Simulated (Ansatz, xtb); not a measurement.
# How methods differ on BHBrCl (SMILES ClBBr)

BHBrCl has 4 atoms, charge 0, and is taken as a singlet. As SMILES, `ClBBr`. Geometry: relaxed at PBE0-D4/def2-TZVP.

Each level gives the dipole moment (D). The values are calculated.

| level | kind | program | value (D) | CPU time |
| --- | --- | --- | --- | --- |
| GFN2-xTB | semi-empirical | xtb | 3.37 | under 2 s |
| GFN0-xTB | semi-empirical | xtb | 1.55 | under 2 s |
| GFN1-xTB | semi-empirical | xtb | 0.84 | under 2 s |
| HF/STO-3G | Hartree–Fock | Ansatz | 1.16 | 0.49 s |
| HF/3-21G | Hartree–Fock | Ansatz | 1.14 | 0.71 s |
| HF/6-31G* (spherical functions) | Hartree–Fock | Ansatz | 0.83 | 3 s |
| HF/def2-SVP | Hartree–Fock | Ansatz | 0.70 | 1.9 s |
| r2SCAN/aug-cc-pVDZ | meta-GGA | Ansatz | 0.45 | 19 s |
| r2SCAN-rVV10/x2c-TZVPPall (sfX2C) | meta-GGA | Ansatz | 0.36 | 8.6 s |
| B3LYP/STO-3G | global hybrid | Ansatz | 0.89 | 1.9 s |

All-electron rows without a relativistic Hamiltonian named are non-relativistic. The values span 0.36 to 3.37 D. Magnitudes only: a small dipole may point the other way at some levels. Sets without polarisation functions give poor dipoles. Times are those of the runs behind each value, whatever else they computed, on shared processors of several kinds: orders of magnitude only.

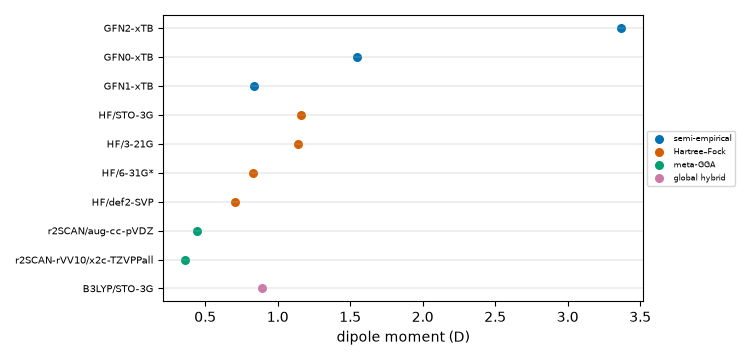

The values of the table, level by level.
